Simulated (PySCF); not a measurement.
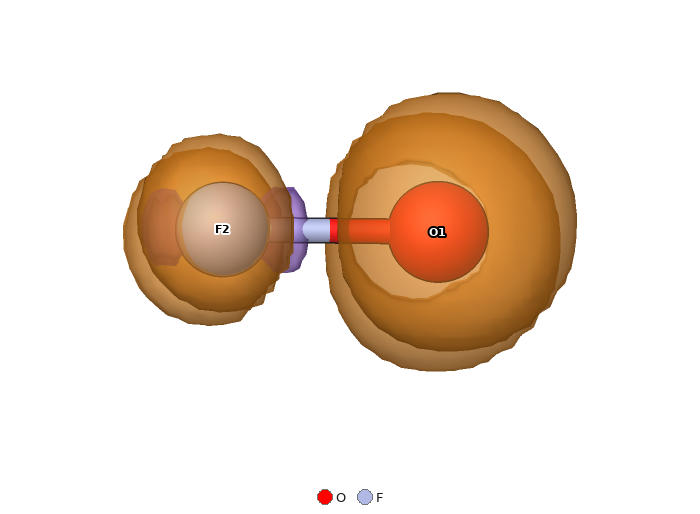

*OF (doublet). Isosurfaces of the spin density (α minus β) at +0.03 (orange) and −0.03 e/Å³ (purple), seen from one side.*

All numbers below come from PySCF, PBE0/def2-SVP, non-relativistic Hamiltonian with scalar-relativistic core potentials where named, at a bond length of 1.327 Å.

```xyz
2

O     0.0000    0.0000   -0.7204
F     0.0000    0.0000    0.6066
```

### Which atoms carry the spin?

The unpaired spin (1 electron) lies mostly on O1 (about 0.8) and F2 (about 0.2), in electrons by Hirshfeld's partition.
